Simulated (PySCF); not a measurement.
C3H6NSSi (SMILES [H]/N=C/C=[C]\S[SiH3]) (doublet)

```yaml
atoms:
  - { symbol: N, position_ang: [-3.2482, -0.5633, 0.1077] }
  - { symbol: C, position_ang: [-2.0677, -0.3225, 0.4750] }
  - { symbol: C, position_ang: [-0.9545, -0.9617, -0.2131] }
  - { symbol: C, position_ang: [0.3155, -0.7166, 0.0280] }
  - { symbol: S, position_ang: [1.2012, 0.1239, 1.1784] }
  - { symbol: Si, position_ang: [2.7369, 0.8561, -0.1912] }
  - { symbol: H, position_ang: [-3.9819, -0.0896, 0.6273] }
  - { symbol: H, position_ang: [-1.7687, 0.3507, 1.2896] }
  - { symbol: H, position_ang: [-1.2389, -1.6445, -1.0025] }
  - { symbol: H, position_ang: [3.3124, -0.3215, -0.8226] }
  - { symbol: H, position_ang: [3.6370, 1.5668, 0.7023] }
  - { symbol: H, position_ang: [2.0581, 1.7216, -1.1459] }
```

Geometry: GFN2-xTB.

Level of theory: PySCF 2.14.0, density-fitted response routines, UKS B3LYP, pcH-1 on C H N S Si, non-relativistic, mean-field spin-orbit, GIAO.

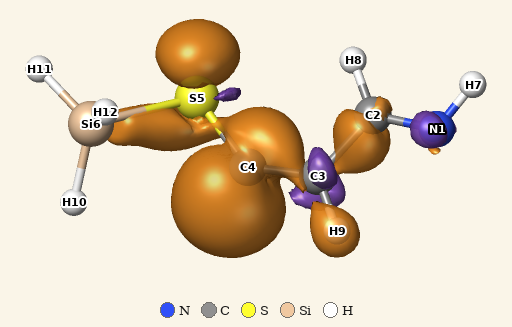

Figure 1. Isosurfaces of the spin density (α minus β) at +0.02 (orange) and −0.02 e/Å³ (purple), seen across its widest extent.

> Where is the unpaired spin?

The unpaired spin (1 electron) lies mostly on C4 (about 0.6) and S5 (about 0.2), in electrons by Hirshfeld's partition.

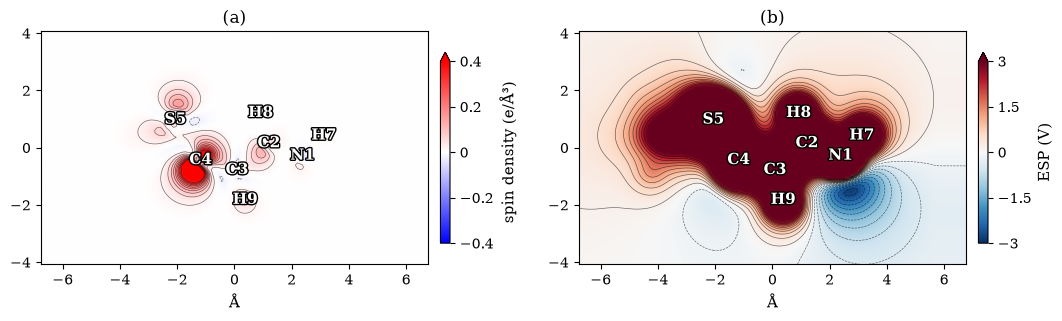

Figure 2. (a) spin density (α minus β); (b) electrostatic potential on the plane of atoms C2, C3 and C4.

> Interpret the plot.

- Atoms in the plane: N, C, S and H.
- Outside the dense part of the molecule the potential is most negative (−2.8 V) near N1.

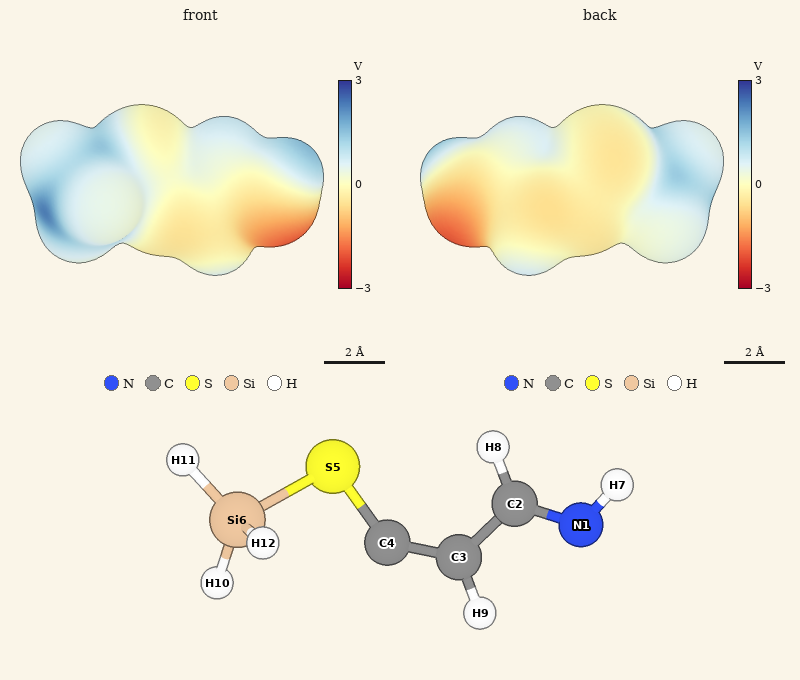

Figure 3. The molecular electrostatic potential painted on the density surface at 0.002 e/bohr³, seen from the front and from behind; red is negative and blue positive. The bare structure is drawn below in the same view.

> Describe the electrostatic potential map.

The most negative region (about −2.0 V) lies over N1, the most positive (about +2.1 V) over Si6. N1 is the likeliest acceptor of a hydrogen bond.
